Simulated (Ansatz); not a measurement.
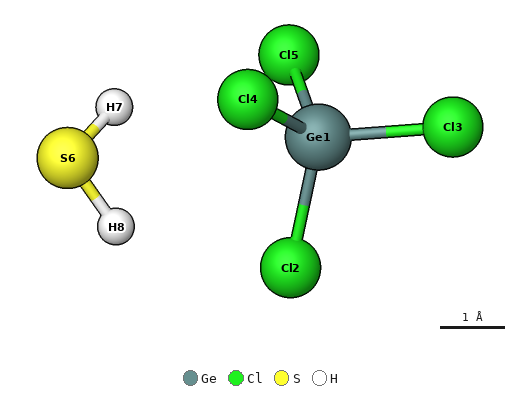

*The structure as given in the input (ball-and-stick view, seen at a tilt; atoms are numbered from 1 in the order of the input). Sticks mark near contacts.*

Bond lengths as drawn: Cl–Ge 2.16 to 2.17 Å and H–S 1.36 Å.

# Run report: GeH2SCl4, nudged elastic band

- system: GeH2SCl4
- method: RKS BLYP-D4/def2-SVP (Ansatz 0.2.0)

It belongs to a series of runs on one base structure; here: band between the two ends. Figures and captions count atoms from 1; the log counts them from 0 in places.

### Log
```
Engine: ansatz 0.2.0, aarch64-unknown-linux-gnu
Functional definition: BLYP
  parameter beta = 0.0042
  parameter a = 0.04918
  parameter b = 0.132
  parameter c = 0.2533
  parameter d = 0.349
  exchange = b88_x(beta = beta)
  correlation = lyp_c(a = a, b = b, c = c, d = d)
1452 factors; their error is unknown
mean field evaluation 1: about -117453.8353 eV, gradient 3.3e1 eV
mean field evaluation 2: about -117450.0837 eV, gradient 5.5e1 eV
mean field evaluation 4: about -117455.8569 eV, gradient 1.0e0 eV
mean field evaluation 8: about -117455.7647 eV, gradient 2.6e-2 eV
mean field -117455.76466888 eV, -4316.4197372044 hartree, gradient 2.1e-5 eV, S^2 0.000000; 0 other end points of the search recorded, 0 dependent functions left out
the calculation of the forces begins
reference -117455.76502894 eV, -4316.4197504364 hartree; 59, 59 occupied and 73, 73 virtual orbitals, 1452 factors
1452 factors; their error is unknown
mean field evaluation 16: about -117453.7526 eV, gradient 3.2e1 eV
mean field -117455.56719402 eV, -4316.4124801372 hartree, gradient 4.4e-5 eV, S^2 0.000000; 0 other end points of the search recorded, 0 dependent functions left out
[... from here on the field's lines of each further geometry are left out, up to the last ...]
NEB iter   1: max|band force component| = 1.150e1 eV/Å  barrier→ = 3.4467 eV  barrier← = 3.2693 eV  Δτ_max = 0.2000 Å  (349 SCF iters)
NEB iter   2: max|band force component| = 3.993e0 eV/Å  barrier→ = 1.8430 eV  barrier← = 1.6656 eV  Δτ_max = 0.2000 Å  (250 SCF iters)
NEB iter   3: max|band force component| = 1.971e0 eV/Å  barrier→ = 1.4494 eV  barrier← = 1.2721 eV  Δτ_max = 0.2000 Å  (230 SCF iters)
NEB iter   4: max|band force component| = 1.347e0 eV/Å  barrier→ = 1.2970 eV  barrier← = 1.1197 eV  Δτ_max = 0.1973 Å  (230 SCF iters)
NEB iter   5: max|band force component| = 6.884e-1 eV/Å  barrier→ = 1.2477 eV  barrier← = 1.0704 eV  Δτ_max = 0.2000 Å  (229 SCF iters)
NEB iter   6: max|band force component| = 1.138e0 eV/Å  barrier→ = 1.3743 eV  barrier← = 1.1970 eV  Δτ_max = 0.1021 Å  (231 SCF iters)
NEB iter   7: max|band force component| = 6.893e-1 eV/Å  barrier→ = 1.3243 eV  barrier← = 1.1470 eV  Δτ_max = 0.1021 Å  (230 SCF iters)
NEB iter   8: max|band force component| = 1.104e0 eV/Å  barrier→ = 1.2001 eV  barrier← = 1.0227 eV  Δτ_max = 0.0504 Å  (221 SCF iters)
NEB iter   9: max|band force component| = 6.999e-1 eV/Å  barrier→ = 1.1393 eV  barrier← = 0.9620 eV  Δτ_max = 0.0504 Å  (203 SCF iters)
NEB iter  10: max|band force component| = 2.906e-1 eV/Å  barrier→ = 1.1071 eV  barrier← = 0.9298 eV  Δτ_max = 0.1011 Å  (200 SCF iters)
NEB iter  11: max|band force component| = 2.486e-1 eV/Å  barrier→ = 1.1177 eV  barrier← = 0.9404 eV  Δτ_max = 0.1007 Å  (208 SCF iters)
NEB iter  12: max|band force component| = 1.923e-1 eV/Å  barrier→ = 1.1412 eV  barrier← = 0.9639 eV  Δτ_max = 0.0998 Å  (204 SCF iters)
NEB iter  13: max|band force component| = 1.102e-1 eV/Å  barrier→ = 1.1465 eV  barrier← = 0.9692 eV  Δτ_max = 0.0900 Å  (208 SCF iters)
NEB iter  14: max|band force component| = 7.038e-2 eV/Å  barrier→ = 1.1363 eV  barrier← = 0.9590 eV  Δτ_max = 0.0954 Å  (205 SCF iters)
NEB iter  15: max|band force component| = 2.631e-1 eV/Å  barrier→ = 1.1100 eV  barrier← = 0.9327 eV  Δτ_max = 0.0473 Å  (200 SCF iters)
NEB iter  16: max|band force component| = 1.023e-1 eV/Å  barrier→ = 1.1048 eV  barrier← = 0.9275 eV  Δτ_max = 0.0967 Å  (202 SCF iters)
NEB iter  17: max|band force component| = 2.415e-1 eV/Å  barrier→ = 1.1176 eV  barrier← = 0.9403 eV  Δτ_max = 0.0478 Å  (207 SCF iters)
NEB iter  18: max|band force component| = 8.457e-2 eV/Å  barrier→ = 1.1211 eV  barrier← = 0.9438 eV  Δτ_max = 0.0436 Å  (202 SCF iters)
NEB iter  19: max|band force component| = 8.503e-2 eV/Å  barrier→ = 1.1114 eV  barrier← = 0.9341 eV  Δτ_max = 0.0218 Å  (190 SCF iters)
NEB iter  20: max|band force component| = 5.472e-2 eV/Å  barrier→ = 1.1018 eV  barrier← = 0.9245 eV  Δτ_max = 0.0110 Å  (190 SCF iters)
the calculation of the forces begins
reference -117455.57403190 eV, -4316.4127314249 hartree; 59, 59 occupied and 73, 73 virtual orbitals, 1452 factors
1452 factors; their error is unknown
mean field evaluation 1216: about -117454.6630 eV, gradient 1.9e0 eV
mean field -117454.57935916 eV, -4316.3761778758 hartree, gradient 1.7e-5 eV, S^2 0.000000; 1 other end points of the search recorded, 0 dependent functions left out
the calculation of the forces begins
reference -117454.57971207 eV, -4316.3761908450 hartree; 59, 59 occupied and 73, 73 virtual orbitals, 1452 factors
NEB iter  21: max|band force component| = 3.171e-2 eV/Å  barrier→ = 1.1005 eV  barrier← = 0.9232 eV  Δτ_max = 0.0000 Å  (387 SCF iters)
```

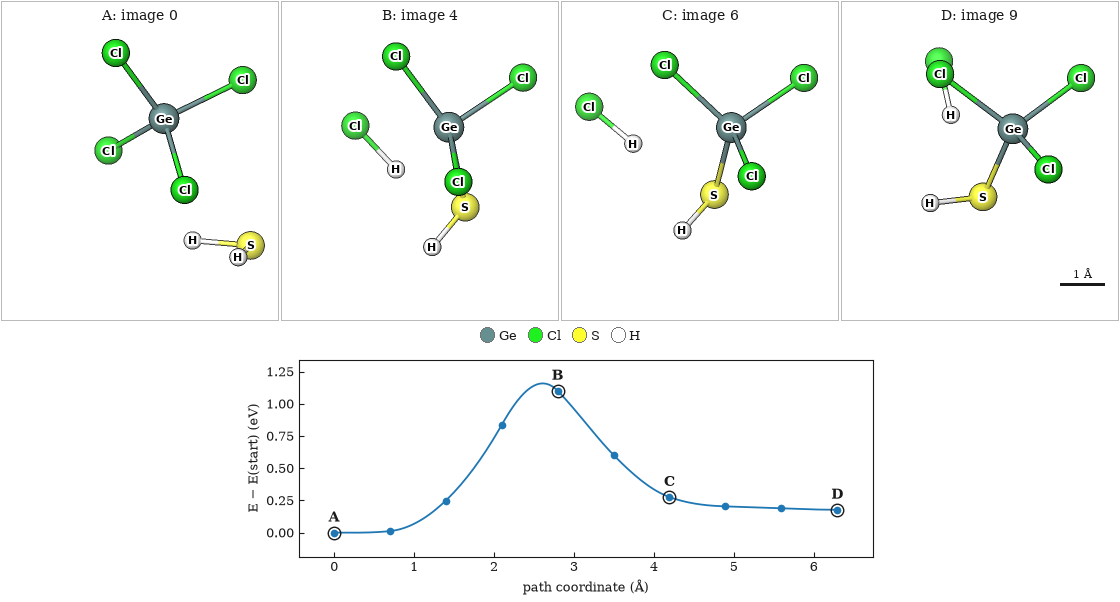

*Images of the last band (counted from 0; ball-and-stick, seen at a tilt) above the energy along the path; the line is a cubic interpolation that uses the forces.*

The highest image is number 4, 1.100 eV above the start and 0.923 eV above the end; the end lies 0.177 eV above the start. The path is 6.30 Å long. The band converged in 21 iterations.

```
Total energy: -117455.40478140 eV, -4316.4065115837 hartree
Atom 0 at    -0.427004     0.024888    -0.273186 Å, force    -0.180107    -0.003108    -0.196057 eV/Å
Atom 1 at    -0.086452     0.013386     2.574323 Å, force    -0.084881     0.032712     0.319893 eV/Å
Atom 2 at     1.768965    -0.219433    -0.205939 Å, force    -0.174375    -0.021961     0.136693 eV/Å
Atom 3 at    -0.586803     2.082175    -0.991815 Å, force    -0.005626     0.028793    -0.115654 eV/Å
Atom 4 at    -0.886409    -1.661040    -1.605578 Å, force    -0.001804    -0.026236    -0.192402 eV/Å
Atom 5 at    -2.631806     0.069048     0.707499 Å, force     0.091182    -0.011976    -0.121605 eV/Å
Atom 6 at    -2.765511    -1.286096     0.816887 Å, force     0.041760    -0.010713    -0.040358 eV/Å
Atom 7 at    -1.434380     0.104273     2.210409 Å, force     0.313850     0.012490     0.209490 eV/Å
Dipole moment:    -0.377319    -0.161763     0.218822 e Å
this run last wrote the band of iteration 21 to [file]
```

### The last band as extended XYZ (Å, eV, eV/Å)
```
8
Properties=species:S:1:pos:R:3:forces:R:3 image=0 energy=-117456.50489
Ge    0.3837    0.0594   -0.1234    0.0012   0.0006  -0.0004
Cl    0.3888   -0.0032    2.0483   -0.0009  -0.0013   0.0009
Cl    2.4382   -0.0196   -0.8103   -0.0003   0.0006  -0.0005
Cl   -0.5370    1.8755   -0.8374    0.0007   0.0003   0.0000
Cl   -0.6580   -1.6858   -0.8943    0.0000  -0.0005  -0.0006
S    -3.4582    0.0899    1.2165   -0.0014   0.0009  -0.0001
H    -3.0900   -0.9918    0.4750    0.0008  -0.0010   0.0029
H    -2.5168   -0.1972    2.1582   -0.0002   0.0004  -0.0021
8
Properties=species:S:1:pos:R:3:forces:R:3 image=1 energy=-117456.49304
Ge    0.3177    0.0541   -0.1418    0.0350  -0.0009  -0.0074
Cl    0.2545   -0.1558    2.0258    0.0150  -0.0103  -0.0128
Cl    2.4055   -0.0376   -0.7173    0.0298   0.0123  -0.0293
Cl   -0.5030    1.9541   -0.7572    0.0078  -0.0071   0.0090
Cl   -0.7100   -1.5975   -1.1036    0.0143  -0.0038   0.0211
S    -3.3791    0.0254    1.0658   -0.0477  -0.0026   0.0179
H    -2.9966   -1.2581    0.8172   -0.0184   0.0072  -0.0047
H    -2.4384    0.1426    2.0437   -0.0359   0.0052   0.0061
8
Properties=species:S:1:pos:R:3:forces:R:3 image=2 energy=-117456.25576
Ge    0.0580    0.0588   -0.0930    0.2409   0.0095  -0.0039
Cl    0.1462   -0.0850    2.1215    0.0880  -0.0662  -0.1650
Cl    2.1818   -0.1348   -0.5038    0.2096   0.0457  -0.1748
Cl   -0.5591    2.0072   -0.8242    0.0321  -0.0321   0.0763
Cl   -0.8219   -1.5681   -1.2623    0.0365   0.0161   0.1757
S    -3.0244    0.0464    0.9388   -0.2674  -0.0094   0.0688
H    -2.8594   -1.3033    0.8521   -0.0719   0.0092   0.0181
H    -2.1706    0.1059    2.0035   -0.2678   0.0271   0.0048
8
Properties=species:S:1:pos:R:3:forces:R:3 image=3 energy=-117455.66843
Ge   -0.2242    0.0420   -0.0901    0.3518   0.0209   0.3202
Cl    0.0558   -0.0087    2.3084    0.2680  -0.0413  -0.4801
Cl    1.9384   -0.1984   -0.3083    0.2911   0.0021  -0.2082
Cl   -0.5925    2.0400   -0.9203    0.0051  -0.0829   0.1148
Cl   -0.8730   -1.5912   -1.4582   -0.0127   0.1154   0.2658
S    -2.7199    0.0623    0.8577   -0.1765   0.0194   0.2458
H    -2.7794   -1.3004    0.8412   -0.0350  -0.0088   0.0686
H    -1.8546    0.0817    2.0021   -0.6918  -0.0249  -0.3270
8
Properties=species:S:1:pos:R:3:forces:R:3 image=4 energy=-117455.40443
Ge   -0.4270    0.0249   -0.2732   -0.1801  -0.0031  -0.1961
Cl   -0.0865    0.0134    2.5743   -0.0849   0.0327   0.3199
Cl    1.7690   -0.2194   -0.2059   -0.1744  -0.0220   0.1367
Cl   -0.5868    2.0822   -0.9918   -0.0056   0.0288  -0.1157
Cl   -0.8864   -1.6610   -1.6056   -0.0018  -0.0262  -0.1924
S    -2.6318    0.0690    0.7075    0.0912  -0.0120  -0.1216
H    -2.7655   -1.2861    0.8169    0.0418  -0.0107  -0.0404
H    -1.4344    0.1043    2.2104    0.3139   0.0125   0.2095
8
Properties=species:S:1:pos:R:3:forces:R:3 image=5 energy=-117455.90268
Ge   -0.5484    0.0269   -0.4856   -0.1058  -0.0036  -0.1903
Cl   -0.0599    0.0399    2.9583    0.0228   0.0292   0.3714
Cl    1.5662   -0.2638   -0.0272   -0.1819  -0.0486   0.1611
Cl   -0.6201    2.0845   -1.1904   -0.0217  -0.0011  -0.1887
Cl   -0.9188   -1.6125   -1.8780   -0.0243   0.0387  -0.2436
S    -2.5372    0.0454    0.6805    0.0827   0.0146  -0.0414
H    -2.6688   -1.3100    0.7737    0.0816  -0.0462  -0.0372
H    -1.2624    0.1168    2.4012    0.1466   0.0170   0.1687
8
Properties=species:S:1:pos:R:3:forces:R:3 image=6 energy=-117456.22907
Ge   -0.6213    0.0285   -0.6511   -0.0257  -0.0003  -0.0497
Cl   -0.0993    0.1022    3.3496   -0.0135   0.0190   0.1506
Cl    1.3506   -0.3343    0.1770   -0.0940  -0.0294   0.0569
Cl   -0.6154    2.0507   -1.4387   -0.0027  -0.0121  -0.0984
Cl   -0.9232   -1.5186   -2.1525   -0.0120   0.0415  -0.1077
S    -2.4636    0.0134    0.6716    0.0304  -0.0108   0.0052
H    -2.5370   -1.3492    0.7325    0.0515  -0.0132  -0.0143
H    -1.1403    0.1345    2.5442    0.0661   0.0054   0.0574
8
Properties=species:S:1:pos:R:3:forces:R:3 image=7 energy=-117456.30136
Ge   -0.6604   -0.0195   -0.7358   -0.0023  -0.0011  -0.0040
Cl   -0.1977    0.3929    3.5439   -0.0041   0.0094   0.0047
Cl    1.1824   -0.6066    0.2463   -0.0061  -0.0098   0.0014
Cl   -0.5309    2.0495   -1.3696    0.0025   0.0002   0.0024
Cl   -0.9324   -1.3227   -2.4575   -0.0017   0.0071  -0.0108
S    -2.4601   -0.1359    0.6227    0.0003  -0.0027  -0.0008
H    -2.3429   -1.4886    0.7741    0.0073  -0.0074   0.0025
H    -1.1074    0.2580    2.6084    0.0041   0.0043   0.0046
8
Properties=species:S:1:pos:R:3:forces:R:3 image=8 energy=-117456.31691
Ge   -0.6537   -0.0716   -0.6909   -0.0012  -0.0018   0.0023
Cl   -0.2367    0.7477    3.3670    0.0005   0.0119  -0.0065
Cl    1.1242   -0.8736    0.2593   -0.0023  -0.0095  -0.0006
Cl   -0.4413    2.0544   -1.0472    0.0025   0.0001   0.0107
Cl   -0.9067   -1.1091   -2.5881   -0.0008   0.0072  -0.0046
S    -2.4888   -0.3178    0.6027   -0.0003  -0.0052  -0.0008
H    -2.2623   -1.6536    0.7784    0.0028  -0.0060   0.0011
H    -1.1842    0.3508    2.5514   -0.0012   0.0033  -0.0017
8
Properties=species:S:1:pos:R:3:forces:R:3 image=9 energy=-117456.32759
Ge   -0.6483   -0.1278   -0.6480   -0.0056   0.0014   0.0020
Cl   -0.3045    1.0241    3.1517    0.0065   0.0024   0.0031
Cl    1.0529   -1.1463    0.2365    0.0000  -0.0011   0.0024
Cl   -0.3358    2.0132   -0.7329   -0.0012  -0.0026   0.0000
Cl   -0.8865   -0.8794   -2.6776   -0.0020   0.0020   0.0018
S    -2.5130   -0.4895    0.5800    0.0140  -0.0086  -0.0028
H    -2.1320   -1.7689    0.8721   -0.0038   0.0082  -0.0021
H    -1.2823    0.5017    2.4509   -0.0078  -0.0016  -0.0045
```

The run was set up as follows.

### Input file
```yaml
crystal:
  periodic: [false, false, false]
  atoms:
    - { symbol: Ge, position_ang: [0.383739, 0.059443, -0.123378] }
    - { symbol: Cl, position_ang: [0.38881, -0.003222, 2.048333] }
    - { symbol: Cl, position_ang: [2.438176, -0.019595, -0.810335] }
    - { symbol: Cl, position_ang: [-0.537017, 1.875467, -0.837375] }
    - { symbol: Cl, position_ang: [-0.658026, -1.685811, -0.894292] }
    - { symbol: S, position_ang: [-3.458225, 0.089923, 1.216463] }
    - { symbol: H, position_ang: [-3.090024, -0.99177, 0.474977] }
    - { symbol: H, position_ang: [-2.516832, -0.197234, 2.158208] }
basis:
  gaussian: { orbitals: def2-SVP }
hamiltonian:
  xc: blyp
  dispersion: d4
neb:
  order_check: false
  images: 8
  f_tol: 0.05
  max_iterations: 60
  climbing: false
  final_atoms:
    - { symbol: Ge, position_ang: [-0.64832083, -0.12778708, -0.64801348] }
    - { symbol: Cl, position_ang: [-0.30446122, 1.02409195, 3.15166007] }
    - { symbol: Cl, position_ang: [1.05292599, -1.14625133, 0.23651501] }
    - { symbol: Cl, position_ang: [-0.33577105, 2.01319854, -0.7328794] }
    - { symbol: Cl, position_ang: [-0.88648501, -0.87937327, -2.67764925] }
    - { symbol: S, position_ang: [-2.51296778, -0.48954778, 0.57996869] }
    - { symbol: H, position_ang: [-2.13198805, -1.76884995, 0.87209257] }
    - { symbol: H, position_ang: [-1.28233105, 0.50171993, 2.45090681] }
  initial_path:
    images:
      - { positions_ang: [[0.383739, 0.059443, -0.123378], [0.38881, -0.003222, 2.048333], [2.438176, -0.019595, -0.810335], [-0.537017, 1.875467, -0.837375], [-0.658026, -1.685811, -0.894292], [-3.458225, 0.089923, 1.216463], [-3.090024, -0.99177, 0.474977], [-2.516832, -0.197234, 2.158208]] }
      - { positions_ang: [[0.29960031, 0.04707423, -0.09320146], [0.29605051, -0.00586976, 2.16695356], [2.36483343, -0.01276179, -0.78566385], [-0.64713256, 1.86307731, -0.81289479], [-0.74043141, -1.71189453, -0.86308059], [-3.22864758, 0.06897009, 1.12050569], [-3.10765882, -0.96515583, 0.36418437], [-2.28601288, -0.15623872, 2.13579807]] }
      - { positions_ang: [[0.21546163, 0.03470545, -0.06302492], [0.20329102, -0.00851753, 2.28557412], [2.29149086, -0.00592859, -0.76099269], [-0.75724812, 1.85068762, -0.78841457], [-0.82283683, -1.73797806, -0.83186917], [-2.99907016, 0.04801719, 1.02454837], [-3.12529364, -0.93854166, 0.25339173], [-2.05519376, -0.11524344, 2.11338814]] }
      - { positions_ang: [[0.13132294, 0.02233668, -0.03284839], [0.11053153, -0.01116529, 2.40419467], [2.21814829, 0.00090462, -0.73632154], [-0.86736368, 1.83829793, -0.76393436], [-0.90524224, -1.76406159, -0.80065776], [-2.76949274, 0.02706428, 0.92859106], [-3.14292846, -0.91192749, 0.1425991], [-1.82437464, -0.07424815, 2.09097821]] }
      - { positions_ang: [[0.04718426, 0.00996791, -0.00267185], [0.01777204, -0.01381305, 2.52281523], [2.14480571, 0.00773783, -0.71165038], [-0.97747924, 1.82590825, -0.73945415], [-0.98764766, -1.79014511, -0.76944634], [-2.53991532, 0.00611138, 0.83263374], [-3.16056328, -0.88531332, 0.03180646], [-1.59355552, -0.03325287, 2.06856829]] }
      - { positions_ang: [[-0.06748905, -0.01083544, -0.06096468], [-0.0592581, 0.10033294, 2.64540713], [1.99088905, -0.11744621, -0.59533372], [-0.95511858, 1.84121175, -0.72784353], [-1.01303199, -1.70054092, -0.96759715], [-2.43488674, -0.05827426, 0.76191215], [-3.05411484, -0.97165554, 0.07593041], [-1.45638875, 0.04440868, 2.10109038]] }
      - { positions_ang: [[-0.212697, -0.04007335, -0.20772688], [-0.12055888, 0.33127269, 2.77197036], [1.75639828, -0.37464749, -0.38737154], [-0.8002817, 1.88420845, -0.7291025], [-0.98139525, -1.49524901, -1.39511017], [-2.454407, -0.16609264, 0.71642628], [-2.82358314, -1.17095414, 0.27497095], [-1.41287432, 0.15873649, 2.18854448]] }
      - { positions_ang: [[-0.35790494, -0.06931126, -0.35448908], [-0.18185966, 0.56221245, 2.8985336], [1.52190752, -0.63184877, -0.17940936], [-0.64544481, 1.92720514, -0.73036146], [-0.9497585, -1.2899571, -1.8226232], [-2.47392726, -0.27391102, 0.67094042], [-2.59305145, -1.37025274, 0.47401149], [-1.3693599, 0.2730643, 2.27599859]] }
      - { positions_ang: [[-0.50311289, -0.09854917, -0.50125128], [-0.24316044, 0.7931522, 3.02509683], [1.28741675, -0.88905005, 0.02855283], [-0.49060793, 1.97020184, -0.73162043], [-0.91812175, -1.08466518, -2.25013623], [-2.49344752, -0.3817294, 0.62545455], [-2.36251975, -1.56955135, 0.67305203], [-1.32584547, 0.38739211, 2.3634527]] }
      - { positions_ang: [[-0.64832083, -0.12778708, -0.64801348], [-0.30446122, 1.02409195, 3.15166007], [1.05292599, -1.14625133, 0.23651501], [-0.33577105, 2.01319854, -0.7328794], [-0.88648501, -0.87937327, -2.67764925], [-2.51296778, -0.48954778, 0.57996869], [-2.13198805, -1.76884995, 0.87209257], [-1.28233105, 0.50171993, 2.45090681]] }
```

Launched with:
```bash
ansatz run input.yaml --threads 4 --pin off --max-ram 5120MiB --backend cpu --events-out ev --progress --plain --runs-dir out
```

### Summary

```csv
quantity,value
outcome,converged
"barrier, forward",1.101 eV
"barrier, backward",0.923 eV
hardware,"4 threads of Arm Neoverse V1, 24 GiB of memory available, shared host"
wall time,4.9 min (CPU time 18 min)
peak memory,0.23 GiB
```

The order of the saddle point was not checked.
